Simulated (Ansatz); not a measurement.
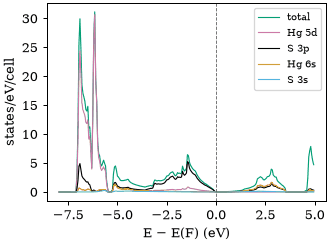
Figure: Total and projected density of states of HgS (wurtzite, space group No. 186), PBEsol in the plane-wave PAW code Ansatz

Task: Which orbitals carry the states next to the Fermi level?

Result: Within 0.5 eV of the Fermi level: S 3p 82 %, Hg 5d 15 %. Projections are on Löwdin-orthogonalised atomic valence shells; empty p or d shells of many metals are not among them.

Task: Where is the tallest occupied peak in this window, and what makes it?

Result: Near -6.2 eV, about 31 states/eV per cell; the largest projected share is Hg 5d.

Space group P6_3mc (wurtzite). A made-up cell: these elements were put on the sites of a structure type; the Crystallography Open Database copy checked does not list it. COD files the formula under space group No. 152, 154, 166, 216, so this cell is another polymorph or a model. Whether it is the stable phase at ambient conditions was not checked. Symmetry was held in the PBEsol relaxation; of distortions, only those at the zone centre were tested. Scalar-relativistic: spin–orbit coupling is off unless named, which matters more the heavier the elements.

Potentials: the later of the program's two PAW sets.
